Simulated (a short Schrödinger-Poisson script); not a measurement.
Stack: MOS inversion layer, SiO2 on p-type Si(111), at 300 K.

```tsv
layer	material	thickness (nm)	Na (cm⁻³)
1	SiO2	2.5	-
2	Si	360	1.4e18
```

Constants are typed, rounded textbook-type inputs, not results; the design itself was drawn at random and stands for no fabricated device. SiO2: permittivity 3.9, conduction-band edge (eV) 3.15, gap (eV) 9, electron mass (mₑ) 0.5. Si: permittivity 11.7, conduction-band edge (eV) 0, gap (eV) 1.124, Nv at 300 K (cm⁻³) 3.1e19.

Channel valleys (confinement mass, in-plane density-of-states mass, number): Δ6 0.258, 0.358, 6. At the gate the conduction-band edge of layer 1 lies 3.36 eV − eVg above the Fermi level of the channel; the field vanishes at the back. Gaps are held at their typed values at every temperature. Mesh 0.03 nm at interfaces.

From a short Schrödinger-Poisson script (our own, NumPy): 1D Poisson equation in equilibrium, electrons quantum, Hartree (BenDaniel-Duke, 12 states a valley, the channel's in-plane mass for all, wave functions ending at the dielectric), parabolic valleys, classical holes, full ionisation, no traps, pinning or gate leakage.

Only gate voltages with over 1e8 electrons/cm² are shown.

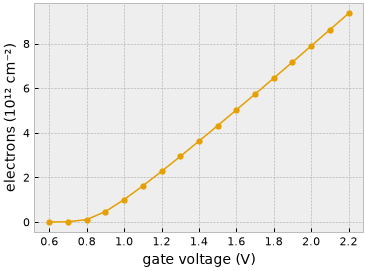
Figure: Sheet density against gate voltage

```
Vg (V)  electrons (cm⁻²)  C (μF/cm²)  Δ6 E0 (meV)  Δ6 E1 (meV)
------  ----------------  ----------  -----------  -----------
0.6               5.08e8       0.283        277.5        412.6
0.7               8.71e9       0.302        204.0        343.6
0.8              1.07e11       0.532        139.0        282.6
0.9              4.68e11       0.842        100.7        247.8
1                1.01e12       0.976         80.6        230.7
1.1              1.62e12        1.04         68.0        220.9
1.2              2.27e12        1.07         58.9        214.5
1.3              2.94e12        1.10         51.8        210.0
1.4              3.63e12        1.11         46.0        206.7
1.5              4.32e12        1.12         41.1        204.2
1.6              5.03e12        1.13         36.7        202.3
1.7              5.74e12        1.14         32.9        200.8
1.8              6.45e12        1.15         29.4        199.6
1.9              7.17e12        1.16         26.3        198.7
2                7.90e12        1.16         23.4        197.9
2.1              8.62e12        1.17         20.7        197.4
2.2              9.35e12        1.17         18.1        197.0
```

Subbands count from the Fermi level.
